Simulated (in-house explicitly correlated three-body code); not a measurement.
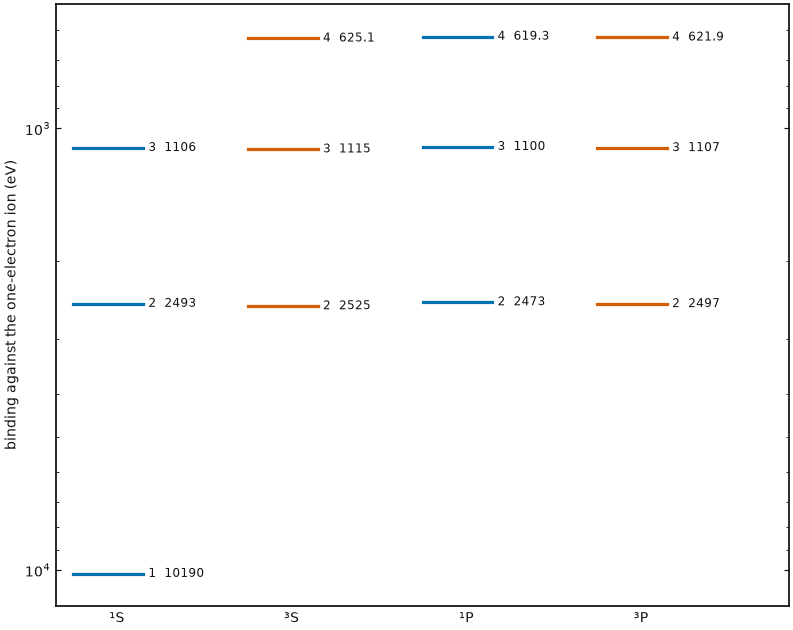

Two electrons around a point charge of unknown size. Computed variationally in 260 exponentially correlated functions with an in-house code, non-relativistic, converged to about 10⁻⁸ of the energy. The plot shows the bound S and P states that converged, by term and principal number n, on a logarithmic scale of binding.

> What is the nuclear charge?

Z = 28 (nickel). The outer electron of the excited states sees a charge of Z − 1, so they are bound by about 13.6 (Z − 1)²/n² eV. The ground state is bound by 10.19 keV. The n = 2 states drawn run, from the deepest, 2 ³S (2525 eV), 2 ³P (2497 eV), 2 ¹S (2493 eV), 2 ¹P (2473 eV). Exchange puts 2 ³S below 2 ¹S by 31.6 eV and 2 ³P below 2 ¹P by 23.8 eV. Quantum defects n − (Z − 1)/√(2 E(binding)): 2 ³S 0.018, 2 ³P 0.007, 2 ¹S 0.005, 2 ¹P −0.003.
